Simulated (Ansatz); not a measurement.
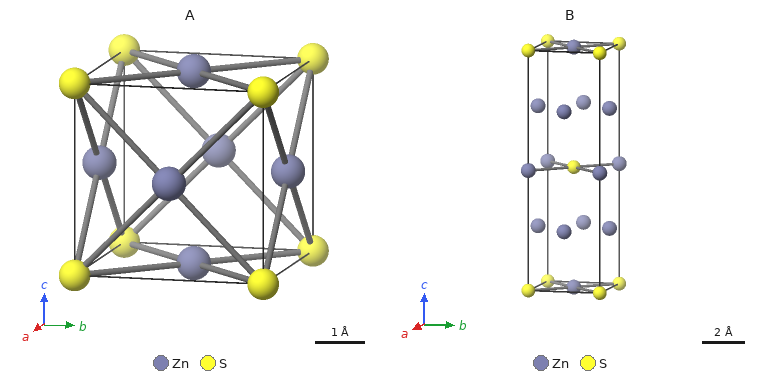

Two structures of Zn3S, each relaxed to rest (conventional cells in solid outline, small ones repeated, not to one scale). Method: DFT PBE, scalar-relativistic, plane waves, PAW (Ansatz 0.2.0), without spin polarisation.

What are the two structures?

Answer. A: Cu₃Au (L1₂) type, Pm-3m. B: 8 atoms a cell on a body-centred tetragonal lattice, I4/mmm.

Which form lies lower?

Answer. B is lower, by 152 meV/atom at this level of theory (energies at zero smearing). Volumes: A 16.6, B 18.1 Å³/atom.

One or both may be structure types tried for this composition rather than known phases.
